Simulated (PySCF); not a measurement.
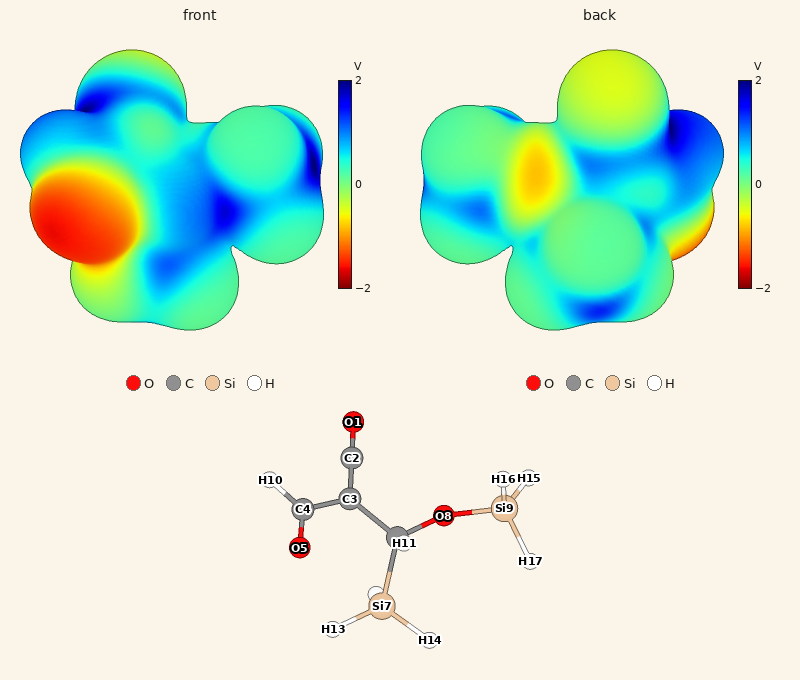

*C₄H₈O₃Si₂. The electrostatic potential painted on the density surface at 0.002 e/bohr³, seen from the front and from behind; red is negative and blue positive. The bare structure is drawn below in the same view.*

Geometry: GFN2-xTB.

The calculation used PBE0/pcSseg-1, SCF density, gas phase, non-relativistic (PySCF).

```xyz
17

O    -0.8620    1.9974   -2.4233
C    -0.9857    1.4210   -1.4286
C    -1.1350    0.7701   -0.3052
C    -2.3485    0.8481    0.4879
O    -2.5166    0.2331    1.5129
C    -0.0258   -0.1109    0.2398
Si   -0.4463   -1.9733    0.0044
O     1.1774    0.1539   -0.4320
Si    2.6428    0.4815    0.1799
H    -3.1203    1.5254    0.0859
H     0.0656    0.1299    1.3054
H    -0.4957   -2.1906   -1.4415
H    -1.7173   -2.2756    0.6469
H     0.6627   -2.7118    0.6076
H     3.3321    0.7931   -1.0601
H     2.5719    1.5998    1.1247
H     3.1938   -0.6791    0.8853
```

### Where is the surface potential most negative and most positive?

The most negative region (about −1.6 V) lies over O5, the most positive (about +1.9 V) over C2 and Si9. O5 is the likeliest acceptor of a hydrogen bond.

### How polar is the molecule by this calculation?

Its dipole moment is 1.26 D.
